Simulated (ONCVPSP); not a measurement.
# Pseudopotential generation for Ru

- system: ruthenium (Ru, Z = 44), core [Ar] 3d10, reference valence 4s2 4p6 4d7 5s1, valence charge 16.
- method: ONCV potential, PBEsol, scalar-relativistic, made with ONCVPSP 4.0.1

**Summary**

- outcome: generated
- cutoffs needed: 37 Ha and 45 Ha (the cutoffs at which the residual kinetic energy of the hardest occupied pseudo-wave falls to 1 and 0.1 mHa per electron)
- ghost test: no bound ghost flagged; no localised positive-energy state flagged (flags above 300 eV left out)
- largest excitation error: -59 meV (all-electron minus pseudo) for 4s1 4p6 4d7 5s1, out of 4 test configurations
- rms error of d²Exc/dni dnj: 2.46 mHa without and 0.40 mHa with the model core
- range over which the phases arctan(r R′/R) at the test radius agree within 0.05 rad (a looser test near the poles than one of phase shifts): s: over the whole range computed; p: up to about 2.9 Ha; d: over the whole range computed; f: not judged, local potential alone
- hardware: 1 CPU thread, shared host
- wall time: 4.6 s

**Input**
```
# ATOM AND REFERENCE CONFIGURATION
# atsym  z   nc   nv     iexc    psfile
  Ru 44.00    6    4  -116133      upf
#
#   n    l    f
    1    0    2.00
    2    0    2.00
    2    1    6.00
    3    0    2.00
    3    1    6.00
    3    2   10.00
    4    0    2.00
    4    1    6.00
    4    2    7.00
    5    0    1.00
#
# PSEUDOPOTENTIAL AND OPTIMIZATION
# lmax
    2
#
#   l,   rc,      ep,       ncon, nbas, qcut
    0    1.55    0.00    4    7   10.20
    1    1.45    0.00    4    9   11.50
    2    1.45    0.00    5   10   10.40
#
# LOCAL POTENTIAL
# lloc, lpopt,  rc(5),   dvloc0
    2    5    1.45    0.00
#
# VANDERBILT-KLEINMAN-BYLANDER PROJECTORs
# l, nproj, debl
    0    2    1.20
    1    1    1.00
    2    0    0.50
#
# MODEL CORE CHARGE
# icmod, fcfact, rcfact
    3    1.75    1.65
#
# LOG DERIVATIVE ANALYSIS
# epsh1, epsh2, depsh
   -4.00    5.00    0.02
#
# OUTPUT GRID
# rlmax, drl
    6.00    0.01
#
# TEST CONFIGURATIONS
# ncnf
    4
# nvcnf
#   n    l    f
    4
    4    0    2.00
    4    1    6.00
    4    2    7.00
    5    0    0.00
#
    4
    4    0    2.00
    4    1    6.00
    4    2    6.00
    5    0    0.00
#
    4
    4    0    2.00
    4    1    6.00
    4    2    5.00
    5    0    0.00
#
    4
    4    0    1.00
    4    1    6.00
    4    2    7.00
    5    0    1.00
#
```

Run as:
```bash
oncvpsp.x < Ru.dat > Ru.out
```

**Output (extracts)**
```
ONCVPSP  (Optimized Norm-Conservinng Vanderbilt PSeudopotential)
scalar-relativistic version 4.0.1

#   n    l    f        energy (Ha)
    1    0    2.00    -8.0571099E+02
    2    0    2.00    -1.1585219E+02
    2    1    6.00    -1.0377877E+02
    3    0    2.00    -2.0391792E+01
    3    1    6.00    -1.6424996E+01
    3    2   10.00    -1.0037270E+01
    4    0    2.00    -2.8045340E+00
    4    1    6.00    -1.7044325E+00
    4    2    7.00    -1.9171719E-01
    5    0    1.00    -1.5687351E-01

Reference configufation results
  iterations    30
  all-electron total energy (Ha)   -4.52843367D+03

Begin loop to  construct optimized pseudo wave functions
and semi-local pseudopoentials for all angular momenta

Calculating optimized projector #   1

 for l=   0

    Fraction of norm inside rc  0.924186
    Optimizing pswf for qcut=  10.21 a_B^-1,  ecut=  52.12 Ha
    Residual kinetic energy error=  7.75D-08 Ha

    Energy error per electron        Cutoff
         Ha          eV             Ha
         0.01000     0.27211       24.58
         0.00100     0.02721       31.76
         0.00010     0.00272       37.62
         0.00001     0.00027       42.75

Calculating optimized projector #   2

 for l=   0

    Fraction of norm inside rc  0.040892
    Optimizing pswf for qcut=  10.21 a_B^-1,  ecut=  52.12 Ha
    Residual kinetic energy error=  1.14D-08 Ha

    Energy error per electron        Cutoff
         Ha          eV             Ha
         0.01000     0.27211       17.96
         0.00100     0.02721       26.63
         0.00010     0.00272       33.79
         0.00001     0.00027       39.64

Calculating optimized projector #   1

 for l=   1

    Fraction of norm inside rc  0.806919
    Optimizing pswf for qcut=  11.51 a_B^-1,  ecut=  66.22 Ha
    Residual kinetic energy error=  7.31D-09 Ha

    Energy error per electron        Cutoff
         Ha          eV             Ha
         0.01000     0.27211       26.24
         0.00100     0.02721       36.74
         0.00010     0.00272       44.55
         0.00001     0.00027       50.87

Calculating optimized projector #   1

 for l=   2

    Fraction of norm inside rc  0.459976
    Optimizing pswf for qcut=  10.39 a_B^-1,  ecut=  53.93 Ha
    Residual kinetic energy error=  2.44D-08 Ha

    Energy error per electron        Cutoff
         Ha          eV             Ha
         0.01000     0.27211       19.75
         0.00100     0.02721       26.95
         0.00010     0.00272       33.31
         0.00001     0.00027       39.05

Construct Vanderbilt / Kleinmman-Bylander projectors

B matrix Hermiticity error, ll=   0
   1   2    2.6323E-04

  Orthonormal projector coefficients  1.6315E+01  1.1226E+00

Model core correction analysis
  based on d2Exc/dn_idn_j

d2excae - all-electron derivatives

   -3.334370D-02   -2.971797D-02   -1.667431D-02   -1.722436D-03
   -2.971819D-02   -2.782524D-02   -1.771212D-02   -2.171508D-03
   -1.667460D-02   -1.771226D-02   -1.785550D-02   -9.569722D-03
   -1.722398D-03   -2.171266D-03   -9.566095D-03   -2.971263D-02

d2excps - pseudofunction derivatives with no core correction

   -3.915234D-02   -3.410306D-02   -1.863121D-02   -2.188723D-03
   -3.410351D-02   -3.114592D-02   -1.923893D-02   -2.515963D-03
   -1.863165D-02   -1.923912D-02   -1.850866D-02   -9.715192D-03
   -2.188739D-03   -2.515740D-03   -9.711566D-03   -2.974630D-02

rms 2nd derivative error    2.458296E-03

rmatch, rhocmatch    0.6893   16.2990

Teter function model core charge with specified parameters

d2excps - pseudofunction derivatives with core correction

   -3.234901D-02   -2.897002D-02   -1.656826D-02   -1.749852D-03
   -2.897014D-02   -2.722493D-02   -1.764036D-02   -2.196840D-03
   -1.656842D-02   -1.764043D-02   -1.785209D-02   -9.594815D-03
   -1.749800D-03   -2.196591D-03   -9.591189D-03   -2.971541D-02

rms 2nd derivative error    3.957328E-04

Pseudoatom total energy  -95.020040

Diagnostic tests using Vanderbilt-Kleinman-Bylander pseudopotentials
  1 or more projectors used as specified by nproj input data

   l    rcore       rmatch      e in        delta e   norm test  slope test

   0   1.5549814   1.6021941  -2.8045340   0.0000119   1.0001466   1.0001446
   0   1.5549814   1.6021941  -0.1568735   0.0000054   1.0000591   1.0000409

   1   1.4559532   1.5001591  -1.7044325  -0.0000109   0.9999936   1.0000098

   2   1.4559532   1.5001591  -0.1917172   0.0000014   1.0000026   1.0000036

 Testing for bound ghosts
   n   l    E NL Schr. Eq   E Basis Diag.   E Cutoff

   1   0       -2.804522       -2.804521     78.59
   2   0       -0.156868       -0.060226     78.59

   2   1       -1.704443       -1.704385    143.05

 Testing for highly-localized positive-energy ghosts
       l    <radius>/rc     E Basis Diag.   E Cutoff

       0        0.685551       18.043536     78.59  WARNING - GHOST(+)

Test configuration 0

   n   l     f        eae           eps        diff
   1   0  2.0000 -805.71098883
   2   0  2.0000 -115.85218642
   2   1  6.0000 -103.77877074
   3   0  2.0000  -20.39179182
   3   1  6.0000  -16.42499615
   3   2 10.0000  -10.03727010
   4   0  2.0000   -2.80453396   -2.80452202    1.19D-05
   4   1  6.0000   -1.70443252   -1.70444343   -1.09D-05
   4   2  7.0000   -0.19171719   -0.19171581    1.38D-06
   5   0  1.0000   -0.15687351   -0.15686816    5.35D-06

    Total energies and differences
      AE_ref= -4.52843367D+03  AE_tst= -4.52843367D+03  dif=  0.00D+00
      PS_ref= -9.50200399D+01  PS_tst= -9.50200399D+01  dif= -2.56D-13
      PSP excitation error=  2.56D-13

Test configuration 1

   n   l     f        eae           eps        diff
   1   0  2.0000 -805.98174450
   2   0  2.0000 -116.11875702
   2   1  6.0000 -104.04560019
   3   0  2.0000  -20.65969562
   3   1  6.0000  -16.69288633
   3   2 10.0000  -10.30480825
   4   0  2.0000   -3.07605789   -3.07622921   -1.71D-04
   4   1  6.0000   -1.97731594   -1.97740895   -9.30D-05
   4   2  7.0000   -0.46107789   -0.46107058    7.31D-06

    Total energies and differences
      AE_ref= -4.52843367D+03  AE_tst= -4.52816542D+03  dif=  2.68D-01
      PS_ref= -9.50200399D+01  PS_tst= -9.47517301D+01  dif=  2.68D-01
      PSP excitation error= -5.58D-05

Test configuration 2

   n   l     f        eae           eps        diff
   1   0  2.0000 -806.45829341
   2   0  2.0000 -116.59952422
   2   1  6.0000 -104.52604996
   3   0  2.0000  -21.13820507
   3   1  6.0000  -17.17139138
   3   2 10.0000  -10.78377648
   4   0  2.0000   -3.54358226   -3.54348992    9.23D-05
   4   1  6.0000   -2.43864784   -2.43856850    7.93D-05
   4   2  6.0000   -0.88673808   -0.88666817    6.99D-05

    Total energies and differences
      AE_ref= -4.52843367D+03  AE_tst= -4.52749715D+03  dif=  9.37D-01
      PS_ref= -9.50200399D+01  PS_tst= -9.40834648D+01  dif=  9.37D-01
      PSP excitation error= -4.59D-05

Test configuration 3

   n   l     f        eae           eps        diff
   1   0  2.0000 -807.01636436
   2   0  2.0000 -117.16390676
   2   1  6.0000 -105.09005111
   3   0  2.0000  -21.69656995
   3   1  6.0000  -17.72973741
   3   2 10.0000  -11.34305219
   4   0  2.0000   -4.07862858   -4.07811357    5.15D-04
   4   1  6.0000   -2.96431452   -2.96389403    4.20D-04
   4   2  5.0000   -1.37199182   -1.37170105    2.91D-04

    Total energies and differences
      AE_ref= -4.52843367D+03  AE_tst= -4.52637226D+03  dif=  2.06D+00
      PS_ref= -9.50200399D+01  PS_tst= -9.29586724D+01  dif=  2.06D+00
      PSP excitation error=  4.28D-05

Test configuration 4

   n   l     f        eae           eps        diff
   1   0  2.0000 -806.30425824
   2   0  2.0000 -116.41212847
   2   1  6.0000 -104.34086624
   3   0  2.0000  -20.94683653
   3   1  6.0000  -16.97974735
   3   2 10.0000  -10.59058882
   4   0  1.0000   -3.28898553   -3.29135464   -2.37D-03
   4   1  6.0000   -2.17489353   -2.17589917   -1.01D-03
   4   2  7.0000   -0.60668526   -0.60639693    2.88D-04
   5   0  1.0000   -0.43958190   -0.43974084   -1.59D-04

    Total energies and differences
      AE_ref= -4.52843367D+03  AE_tst= -4.52539677D+03  dif=  3.04D+00
      PS_ref= -9.50200399D+01  PS_tst= -9.19809660D+01  dif=  3.04D+00
      PSP excitation error= -2.17D-03
```

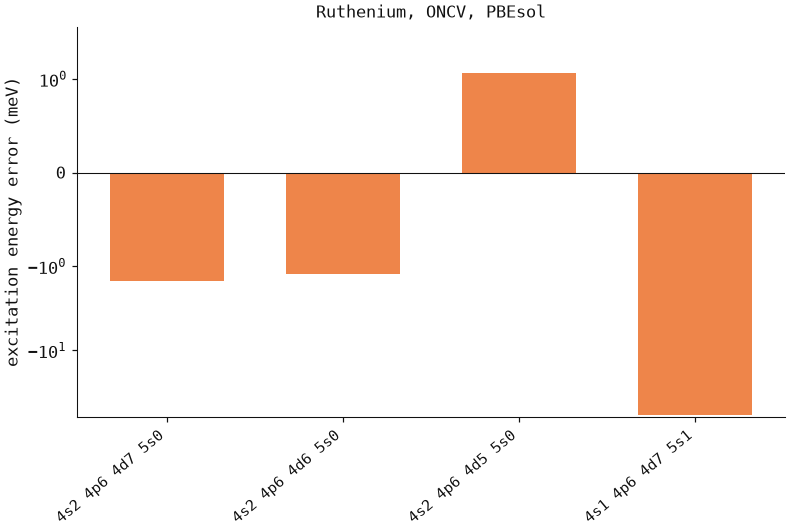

**Figure 1.** Errors, all-electron minus pseudo, of the energies of valence configurations relative to the unpolarised reference 4s2 4p6 4d7 5s1.

- Worst configuration: 4s1 4p6 4d7 5s1 (charge +1): the error is -59 meV on an all-electron energy of +82.64 eV relative to the reference, or 0.071 %.
- Errors in meV: 4s2 4p6 4d7 5s0: -1.5; 4s2 4p6 4d6 5s0: -1.2; 4s2 4p6 4d5 5s0: +1.2; 4s1 4p6 4d7 5s1: -59.
- Configurations within 10 meV and within 50 meV: 3 and 3 of 4.

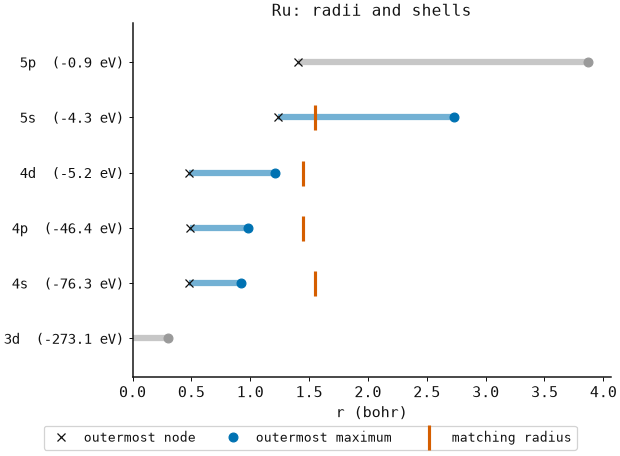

**Figure 2.** Outer shells of the all-electron reference atom: each bar runs from the outermost node (or the nucleus) to the outermost maximum of u(r); the tick is the radius chosen for the pseudo-wave. Shells without a tick have no pseudo-wave of their own. Levels, nodes and maxima are from ld1.x, scalar-relativistic.

- Radii against the shells: 4s: 1.55 bohr, outside the maximum; 4p: 1.45 bohr, outside the maximum; 4d: 1.45 bohr, outside the maximum; 5s: 1.55 bohr, between node and maximum.

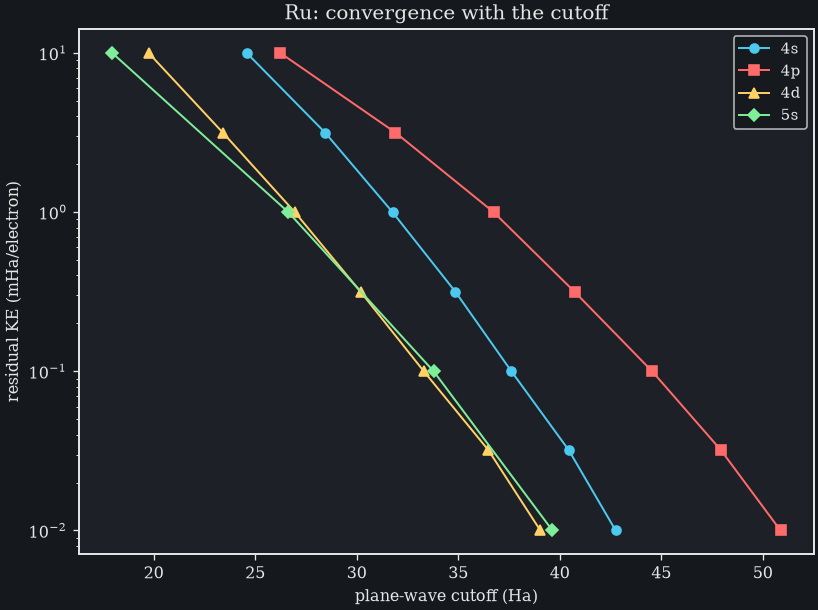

**Figure 3.** Residual kinetic energy of the pseudo-waves (the first of each channel, and further valence shells) beyond the plane-wave cutoff, as the generator prints it.

- Cutoffs for the occupied states: 37 Ha for 1 mHa and 45 Ha for 0.1 mHa per electron. The first is set by 4p.
- Hardest wave at 1 mHa per electron: 4p, with rc = 1.45 bohr and qcut = 11.5 1/bohr. The optimisation minimises, but can't always remove, the kinetic energy above qcut²/2 = 66.1 Ha, and a larger rc would as a rule soften the wave at some cost in transferability.
- Cutoffs for 1 mHa per electron: 4p: 37 Ha; 4s: 32 Ha; 4d: 27 Ha; 5s: 27 Ha.

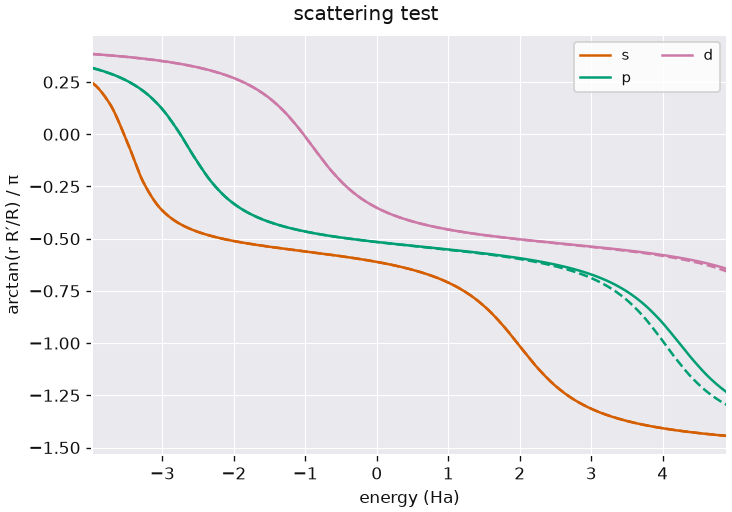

**Figure 4.** Unwrapped phase arctan(r R′/R) in units of π against energy, all-electron (solid) and pseudo (dashed); the pseudo phase is matched to the all-electron one at the reference energy. Here R(r) is the radial function. Not drawn: f: not judged.

- Range over which the phases agree within 0.05 rad: s: over the whole range drawn; p: up to about 2.9 Ha; d: over the whole range drawn.
- Poles, where the radial function vanishes at the test radius: s: all-electron at -2.2 Ha, pseudo at -2.2 Ha; p: all-electron at -0.4 Ha, pseudo at -0.4 Ha; d: all-electron at 1.9 Ha, pseudo at 1.9 Ha.
- Ghost states: the plot shows none: the two phases stay within 0.30 rad of each other in all channels drawn. The separate test gives: no bound ghost flagged; no localised positive-energy state flagged (flags above 300 eV left out).
